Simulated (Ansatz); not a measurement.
**GaN, response to strain**

Base system: GaN in the wurtzite structure (space group P6_3mc, No. 186).

```yaml
crystal:
  lattice:
    - [3.21838, 0.00000, 0.00000]
    - [-1.60919, 2.78720, 0.00000]
    - [0.00000, 0.00000, 5.24320]
  atoms:
    - { symbol: Ga, position: [0.66667, 0.33333, 0.00096] }
    - { symbol: Ga, position: [0.33333, 0.66667, 0.50096] }
    - { symbol: N, position: [0.66667, 0.33333, 0.62424] }
    - { symbol: N, position: [0.33333, 0.66667, 0.12424] }
```

Strains are applied to the cell and any free atomic positions relax.

Computed with DFT with PBE, PAW potentials and a 420 eV plane-wave cutoff in Ansatz (a program for electronic structure), no SOC.

Notes on the quantities. energy relative to the base: free energy F.

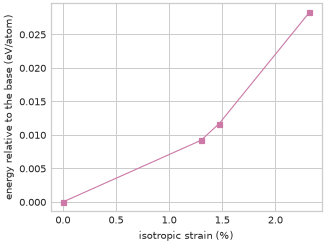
Figure. Energy relative to the base against isotropic strain

```tsv
isotropic strain (%)	energy relative to the base
1.3	+9.2 meV/atom
1.47	+12 meV/atom
2.32	+28 meV/atom
```

No phonon test of stability was made.
